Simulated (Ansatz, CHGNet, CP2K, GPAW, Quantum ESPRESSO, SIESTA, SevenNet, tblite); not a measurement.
# CP2K runs on Rh(111)/Al(100) interface (85 atoms)

How do the settings of CP2K change the result for Rh(111)/Al(100) interface (85 atoms)? A plane-wave run serves as the yardstick.

Method: the method is named at each step, in CP2K 2026.2.

## Step 1: Starting point

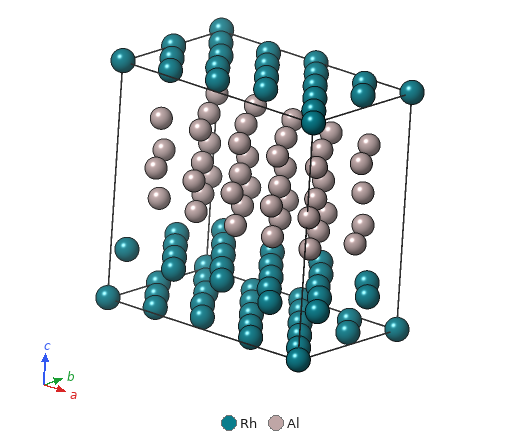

Start, viewed from the side, with the c axis up; rhodium blue, aluminium light grey. Some periodic images of atoms are drawn too.

The cell holds 85 atoms: 40 Rh and 45 Al. Cell: a = 14.274 Å, b = 9.186 Å, c = 11.727 Å, α = 90.0°, β = 90.0°, γ = 108.8°. Fcc Rh(111), 2 repeat layers, 20 surface cells, strained +0.31 and -1.39 %; fcc Al(100), 3 layers, 15 cells, -0.31 and +1.43 %; outer planes 2.75 Å apart and 2.74 Å at the second interface of the periodic stack; not relaxed, displaced by a Gaussian of 0.02 Å. Then every atom was moved at random, 0.03 Å r.m.s. a Cartesian component. Regions: Rh, 40 atoms (40 Rh); Al, 45 atoms (45 Al). The structure's axis is c.

The yardstick, on the same geometry:

| Property | Result |
| --- | --- |
| method | Kohn-Sham DFT, PBE, SSSP efficiency 1.3.0 pseudopotentials, plane waves (Quantum ESPRESSO 7.5); sssp-pbe-1.3.0-efficiency, cutoffs 45/360 Ry, Γ point |
| r.m.s. force component | 0.6044 eV/Å |
| longest force | 1.8 eV/Å |
| pressure | -4.791 GPa |
| time | 4 min on 4 MPI ranks of Arm Neoverse V2, shared host |
| CPU time | 16 min |

## Step 2: PBE, DZVP-UZH, 350/50 Ry, diagonalisation

Method: Kohn-Sham DFT, PBE, GTH-PBE pseudopotentials, Gaussian and plane waves, DZVP-MOLOPT (UZH set), diagonalisation.

Contents of input.inp:

```
&GLOBAL
  PROJECT cell
  RUN_TYPE ENERGY_FORCE
  PRINT_LEVEL LOW
&END GLOBAL
&FORCE_EVAL
  METHOD QS
  STRESS_TENSOR ANALYTICAL
  &DFT
    BASIS_SET_FILE_NAME BASIS_MOLOPT_UZH
    POTENTIAL_FILE_NAME POTENTIAL_UZH
    &MGRID
      CUTOFF 350
      REL_CUTOFF 50
    &END MGRID
    &QS
      EPS_DEFAULT 1.0E-12
    &END QS
    &SCF
      SCF_GUESS ATOMIC
      EPS_SCF 1.0E-06
      MAX_SCF 200
      ADDED_MOS 62
      &DIAGONALIZATION
        ALGORITHM STANDARD
      &END DIAGONALIZATION
      &SMEAR ON
        METHOD FERMI_DIRAC
        ELECTRONIC_TEMPERATURE [K] 580
      &END SMEAR
      &MIXING
        METHOD BROYDEN_MIXING
        ALPHA 0.15
        NBROYDEN 8
      &END MIXING
      &PRINT
        &RESTART OFF
        &END RESTART
      &END PRINT
    &END SCF
    &XC
      &XC_FUNCTIONAL PBE
      &END XC_FUNCTIONAL
    &END XC
    &PRINT
      &MULLIKEN ON
      &END MULLIKEN
      &LOWDIN ON
      &END LOWDIN
      &HIRSHFELD ON
      &END HIRSHFELD
      &MO ON
        EIGENVALUES T
        OCCUPATION_NUMBERS T
        MO_INDEX_RANGE 397 420
        &EACH
          QS_SCF 0
        &END EACH
        ADD_LAST NUMERIC
      &END MO
    &END PRINT
  &END DFT
  &SUBSYS
    &CELL
      A 14.27420 0.00000 0.00000
      B -2.95580 8.69714 0.00000
      C 0.00000 0.00000 11.72688
    &END CELL
    &COORD
      SCALED
      Rh 0.80262 0.90222 0.00192
      Rh 0.79877 0.56318 0.18626
      Rh 0.90006 0.69779 0.00311
      Rh 0.90332 0.37445 0.19100
      Rh 0.60231 0.79914 0.00187
      Rh 0.60135 0.46784 0.18715
      Rh 0.69818 0.60286 0.00120
      Rh 0.69719 0.26383 0.18877
      Rh 0.79905 0.40444 0.00130
      Rh 0.80282 0.06638 0.18511
      Rh 0.89966 0.19946 0.00122
      Rh 0.89838 0.86735 0.19001
      Rh 0.30136 0.89527 0.99688
      Rh 0.29910 0.56649 0.18759
      Rh 0.39731 0.69776 0.99890
      Rh 0.39867 0.36150 0.18427
      Rh 0.49693 0.49831 0.99811
      Rh 0.50062 0.16426 0.18678
      Rh 0.59953 0.29112 0.00213
      Rh 0.60398 0.96721 0.18618
      Rh 0.70116 0.09575 0.00719
      Rh 0.70633 0.77100 0.18608
      Rh 0.10063 0.80060 0.00044
      Rh 0.09991 0.46463 0.18822
      Rh 0.20360 0.60280 0.99860
      Rh 0.19420 0.27423 0.18857
      Rh 0.29470 0.39384 0.99968
      Rh 0.29649 0.06649 0.19203
      Rh 0.39803 0.19193 0.00080
      Rh 0.39927 0.87055 0.18782
      Rh 0.49969 0.99482 0.99725
      Rh 0.50219 0.65740 0.18572
      Rh 0.00636 0.50349 0.00146
      Rh 0.00149 0.16425 0.18569
      Rh 0.10091 0.30504 0.99973
      Rh 0.09493 0.96457 0.18630
      Rh 0.19782 0.10104 0.00066
      Rh 0.19984 0.76265 0.18204
      Rh 0.00143 0.99975 0.00334
      Rh 0.00191 0.67133 0.18327
      Al 0.19240 0.52967 0.42312
      Al 0.05829 0.36840 0.59423
      Al 0.19412 0.53734 0.76211
      Al 0.12951 0.20751 0.42921
      Al 0.99156 0.03511 0.59574
      Al 0.11986 0.19545 0.76597
      Al 0.06041 0.86519 0.41877
      Al 0.92811 0.70471 0.59812
      Al 0.06069 0.87404 0.76687
      Al 0.99047 0.53330 0.42112
      Al 0.85720 0.36340 0.59706
      Al 0.99672 0.53116 0.76171
      Al 0.92459 0.20176 0.42462
      Al 0.79304 0.03775 0.59295
      Al 0.92919 0.20531 0.77014
      Al 0.86089 0.86314 0.42330
[... 25 atom lines left out ...]
      Al 0.32326 0.19826 0.76997
      Al 0.26262 0.86878 0.42467
      Al 0.12504 0.70199 0.59696
      Al 0.26317 0.87230 0.77093
    &END COORD
    &KIND Rh
      BASIS_SET DZVP-MOLOPT-PBE-GTH-q17
      POTENTIAL GTH-PBE-q17
    &END KIND
    &KIND Al
      BASIS_SET DZVP-MOLOPT-PBE-GTH-q3
      POTENTIAL GTH-PBE-q3
    &END KIND
  &END SUBSYS
  &PRINT
    &FORCES ON
    &END FORCES
    &STRESS_TENSOR ON
    &END STRESS_TENSOR
  &END PRINT
&END FORCE_EVAL
```

Launch:

```bash
OMP_NUM_THREADS=1 mpirun -np 4 cp2k.psmp -i input.inp > output.txt
```

Numbers of over 12 decimals in the logs are rounded to 6 here.

Log:

```text
CP2K| version string:                                       CP2K version 2026.2
 CP2K| Input file name                                                 input.inp
 GLOBAL| Basis set file name                                    BASIS_MOLOPT_UZH
 GLOBAL| Potential file name                                       POTENTIAL_UZH
 GLOBAL| Run type                                                   ENERGY_FORCE
 GLOBAL| Total number of message passing processes                             4
 GLOBAL| Number of threads for this process                                    1
 TOTAL NUMBERS AND MAXIMUM NUMBERS
  Total number of            - Atomic kinds:                                   2
                             - Atoms:                                         85
                             - Shell sets:                                    85
                             - Shells:                                       545
                             - Primitive Cartesian functions:                460
                             - Cartesian basis functions:                   1870
                             - Spherical basis functions:                   1625
  Maximum angular momentum of- Orbital basis functions:                        3
                             - Local part of the GTH pseudopotential:          2
                             - Non-local part of the GTH pseudopotential:      4
 SCF PARAMETERS         Density guess:                                    ATOMIC
                        max_scf:                                             200
                        eps_scf:                                        1.00E-06
                        added MOs                                        62    0
                        Mixing method:                            BROYDEN_MIXING
                                                charge density mixing in g-space
                        Smear method:                                FERMI_DIRAC
                        Electronic temperature [K]:                        580.0
                        Electronic temperature [a.u.]:                  1.84E-03
                        Accuracy threshold:                             1.00E-10
 Extrapolation method: initial_guess
 Number of electrons:                                                        815
 Number of occupied orbitals:                                                408
 Number of molecular orbitals:                                               470
 Number of orbital functions:                                               1625
 Number of independent orbital functions:                                   1625
 SCF WAVEFUNCTION OPTIMIZATION
  Step     Update method      Time    Convergence         Total energy    Change
     1 NoMix/Diag. 0.15E+00    7.8     0.79452000     -4490.0394093641 -4.49E+03
     2 Broy./Diag. 0.15E+00   13.7     0.97226401     -4603.0274765043 -1.13E+02
     3 Broy./Diag. 0.15E+00   13.7     0.18033455     -4490.3852524714  1.13E+02
     4 Broy./Diag. 0.15E+00   13.8     0.20185920     -4505.5342534779 -1.51E+01
[...]
38 Broy./Diag. 0.15E+00   13.8     0.00000154     -4474.3388036178  2.58E-05
    39 Broy./Diag. 0.15E+00   13.8     0.00000089     -4474.3387710510  3.26E-05
  *** SCF run converged in    39 steps ***
  Electronic density on regular grids:       -814.9999999997        0.0000000003
  Core density on regular grids:              814.9999999993       -0.0000000007
  Total charge density on r-space grids:       -0.0000000004
  Total charge density g-space grids:          -0.0000000004
  Overlap energy of the core charge distribution:               1.4e-13
  Self energy of the core charge distribution:              -8147.866787
  Core Hamiltonian energy:                                   1923.420217
  Hartree energy:                                            2237.112982
  Exchange-correlation energy:                               -486.965591
  Electronic entropic energy:                                  -0.039592
  Fermi energy:                                                 0.360105
  Total energy:                                             -4474.338771
  Total energy (extrapolated to T->0):                      -4474.318975
 MO| EIGENVALUES AND OCCUPATION NUMBERS
 MO|
 MO|  Index      Eigenvalue [a.u.]        Eigenvalue [eV]             Occupation
 MO|    397               0.351556               9.566328               1.981135
 MO|    398               0.351888               9.575364               1.977438
 MO|    399               0.352662               9.596414               1.965824
[...]
MO|    419               0.368453              10.026105               0.021017
 MO|    420               0.368653              10.031552               0.018867
 MO| Sum:                                                             815.000000
 MO| E(Fermi):            0.360105 a.u.          9.798942 eV
 !-----------------------------------------------------------------------------!
                     Mulliken Population Analysis
 #  Atom  Element  Kind  Atomic population                           Net charge
       1     Rh       1         16.967394                              0.032606
       2     Rh       1         16.994111                              0.005889
       3     Rh       1         16.962910                              0.037090
[...]
# Total charge                            815.000000                  0.000000
 !-----------------------------------------------------------------------------!
 !-----------------------------------------------------------------------------!
                           Hirshfeld Charges
  #Atom  Element  Kind  Ref Charge     Population                    Net charge
      1       Rh     1      17.000         17.239                        -0.239
      2       Rh     1      17.000         17.252                        -0.252
      3       Rh     1      17.000         17.226                        -0.226
[...]
84       Al     2       3.000          2.985                         0.015
     85       Al     2       3.000          2.635                         0.365
  Total Charge                                                           -0.000
 !-----------------------------------------------------------------------------!
 LOWDIN POPULATION ANALYSIS
 #  Atom  Element  Kind  Atomic population                           Net charge
[...]
84     Al       2          3.074315                             -0.074315
      85     Al       2          2.890510                              0.109490
 # Total charge                            815.000000                  0.000000
 ENERGY| Total FORCE_EVAL ( QS ) energy [hartree]          -4474.338747
 FORCES| Atomic forces [hartree/bohr]
 FORCES|   Atom     x               y               z               |f|
 FORCES|      1 -2.33925085E-03 -3.47383884E-03 -2.52229574E-02   2.55682857E-02
 FORCES|      2 -1.71736751E-03  6.91271220E-03  2.13213022E-02   2.24796100E-02
 FORCES|      3 -1.64158346E-03  3.69646527E-03 -2.24778880E-02   2.28388726E-02
[...]
FORCES|     84  1.71912915E-03  1.09497088E-03 -2.61889218E-03   3.31857839E-03
 FORCES|     85 -2.99050691E-03 -4.90299501E-03  1.46056536E-02   1.56941902E-02
 FORCES| Sum    -1.18832706E-04 -1.00238728E-04 -2.95496351E-04
 FORCES| Total atomic force                                       3.33896852E-04
 STRESS| Analytical stress tensor [bar]
 STRESS|                        x                   y                   z
 STRESS|      x       -3.62042542835E+04  -2.15926243503E+04   4.88312272374E+03
 STRESS|      y       -2.15926243503E+04   5.99975511706E+04  -1.35089694200E+04
 STRESS|      z        4.88312272374E+03  -1.35089694200E+04  -1.41269124346E+05
 STRESS| 1/3 Trace                                            -3.91586091530E+04
```

Run time: 9.8 min. Hardware: 4 MPI ranks of Arm Neoverse V2, shared host; peak memory 4.9 GiB.

Banners, paths, timers and routine set-up lines are dropped from the logs unmarked, and long logs keep their key lines alone; longer cuts are marked.

Compared with the plane-wave run:

```
r.m.s. force component                  : 0.615 eV/Å
r.m.s. difference of force components   : 29.87 meV/Å
longest difference of force vectors     : 144.5 meV/Å
force difference over r.m.s. force      : 4.943 %
slope of forces against the reference's : 1.017
correlation of force components         : 0.999
pressure                                : -3.916 GPa
pressure difference                     : 0.8754 GPa
```

Length of the force difference by element (eV/Å):

```csv
element,atoms,mean,most
Al,45,0.025,0.042
Rh,40,0.064,0.14
```

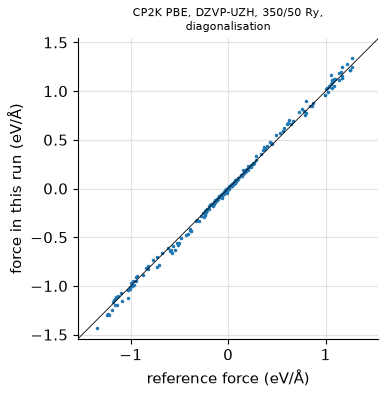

Force components against those of the reference; the line marks equality.

A closer look about Al72, whose charge lies farthest from its element's mean: 13 atoms, nearest first, numbered in the order of the input, with positions taken from that point.

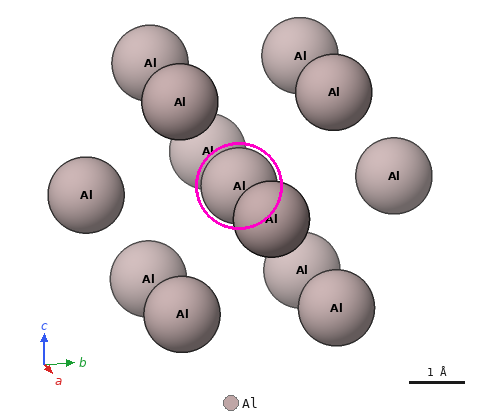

The atoms of the table, within 2.9 Å (arrows a, b, c point along x, y, z); some may hide others; the central atom is ringed.

```csv
atom,x,y,z,distance (Å),Mulliken charge (e),Fx,Fy,Fz (eV/Å)
Al72,0.00,0.00,0.00,0.00,-0.19,0.13,0.14,0.06
Al83,-1.33,-1.42,-1.98,2.78,0.02,-0.18,0.00,-1.14
Al80,-1.40,1.47,-1.97,2.83,0.06,-0.04,-0.03,-1.16
Al85,-1.33,-1.39,2.08,2.83,0.11,-0.15,-0.25,0.75
Al63,2.84,0.02,0.01,2.84,-0.16,0.13,0.09,-0.17
Al74,1.43,-1.37,-2.04,2.84,0.07,0.29,-0.11,-0.90
Al81,-2.85,0.01,0.01,2.85,-0.17,0.09,0.03,-0.01
Al75,0.06,-2.88,-0.02,2.88,-0.19,-0.01,0.11,0.03
Al76,1.53,-1.43,1.99,2.89,0.04,-0.08,-0.02,1.24
Al82,-1.44,1.44,2.07,2.90,0.05,-0.02,0.13,0.99
Al69,0.00,2.90,0.05,2.90,-0.16,0.11,-0.08,-0.14
Al73,1.48,1.47,2.02,2.91,0.05,-0.12,-0.07,1.13
Al71,1.50,1.52,-2.03,2.94,0.09,-0.14,0.14,-0.70
```

Forces lie 4.9 % from the reference's, at 2.5 times its CPU time.

The difference per atom is largest on Rh (0.064 eV/Å on average, against 0.025 on Al).

## Step 3: PBE+D3(BJ), DZVP-UZH, 350/50 Ry, diagonalisation

Method: Kohn-Sham DFT, PBE+D3(BJ), GTH-PBE pseudopotentials, Gaussian and plane waves, DZVP-MOLOPT (UZH set), diagonalisation.

Changes to input.inp since step 2:

```diff
@@ -43,2 +43,10 @@
       &END XC_FUNCTIONAL
+      &VDW_POTENTIAL
+        POTENTIAL_TYPE PAIR_POTENTIAL
+        &PAIR_POTENTIAL
+          TYPE DFTD3(BJ)
+          PARAMETER_FILE_NAME dftd3.dat
+          REFERENCE_FUNCTIONAL PBE
+        &END PAIR_POTENTIAL
+      &END VDW_POTENTIAL
     &END XC
@@ -49,4 +57,2 @@
       &END LOWDIN
-      &HIRSHFELD ON
-      &END HIRSHFELD
       &MO ON
```

Log:

```text
CP2K| version string:                                       CP2K version 2026.2
 CP2K| Input file name                                                 input.inp
 GLOBAL| Basis set file name                                    BASIS_MOLOPT_UZH
 GLOBAL| Potential file name                                       POTENTIAL_UZH
 GLOBAL| Run type                                                   ENERGY_FORCE
 GLOBAL| Total number of message passing processes                             4
 GLOBAL| Number of threads for this process                                    1
[... lines left out ...]
                        Smear method:                                FERMI_DIRAC
[... lines left out ...]
 Number of electrons:                                                        815
[... lines left out ...]
  Step     Update method      Time    Convergence         Total energy    Change
[... lines left out ...]
  *** SCF run converged in    39 steps ***
[... lines left out ...]
  Fermi energy:                                                 0.360105
  Total energy:                                             -4475.620033
  Total energy (extrapolated to T->0):                      -4475.600236
[... lines left out ...]
 MO| E(Fermi):            0.360105 a.u.          9.798942 eV
[... lines left out ...]
      84     Al       2          3.074315                             -0.074315
      85     Al       2          2.890510                              0.109490
 # Total charge                            815.000000                  0.000000
 ENERGY| Total FORCE_EVAL ( QS ) energy [hartree]          -4475.620009
 FORCES| Atomic forces [hartree/bohr]
 FORCES|   Atom     x               y               z               |f|
 FORCES|      1 -2.26967285E-03 -3.47575963E-03 -2.49746039E-02   2.53172502E-02
 FORCES|      2 -1.69954987E-03  6.88987704E-03  2.10624029E-02   2.22257439E-02
 FORCES|      3 -1.64805479E-03  3.69938987E-03 -2.21604722E-02   2.25274965E-02
[...]
FORCES|     84  1.70668322E-03  1.08471269E-03 -2.56746474E-03   3.26821731E-03
 FORCES|     85 -2.99747639E-03 -4.90322168E-03  1.52210215E-02   1.62697862E-02
 FORCES| Sum    -1.18832706E-04 -1.00238728E-04 -2.95496351E-04
 FORCES| Total atomic force                                       3.33896852E-04
 STRESS| Analytical stress tensor [bar]
 STRESS|                        x                   y                   z
 STRESS|      x       -7.59947471912E+04  -2.15785280405E+04   4.88188484389E+03
 STRESS|      y       -2.15785280405E+04   2.02370608725E+04  -1.35210867311E+04
 STRESS|      z        4.88188484389E+03  -1.35210867311E+04  -1.79082824427E+05
 STRESS| 1/3 Trace                                            -7.82801702485E+04
```

Elapsed: 9.8 min, on 4 MPI ranks; peak memory 5 GiB.

Numbers from this run, and their distance from the reference:

```yaml
r_m_s_force_component: 0.6172 eV/Å
r_m_s_difference_of_force_components: 26.02 meV/Å
longest_difference_of_force_vectors: 141.9 meV/Å
force_difference_over_r_m_s_force: 4.306 %
slope_of_forces_against_the_reference_s: 1.02
correlation_of_force_components: 0.9993
pressure: -7.828 GPa
pressure_difference: -3.037 GPa
```

Against the first run (4.9 %), the force difference from the reference is 4.3 %, at 1.00 times the CPU time; another functional landing nearer a PBE reference means that errors partly cancel.

The difference per atom is largest on Rh (0.059 eV/Å on average, against 0.010 on Al).

(Part 1 of 2 ends here.)

[Also dropped from logs without a mark: logging warnings of Python, and SIESTA's first energy breakdown and zero terms.]

[Logs are printed without paths, hosts, clocks, repeated set-up lines and the standing remarks that a program may print on its own settings, such as how far it seeks lower states.]

[Hosts, paths, dates, database ids (printed as entryN), source tags and the programs' standing remarks are cut or masked in the printed files.]
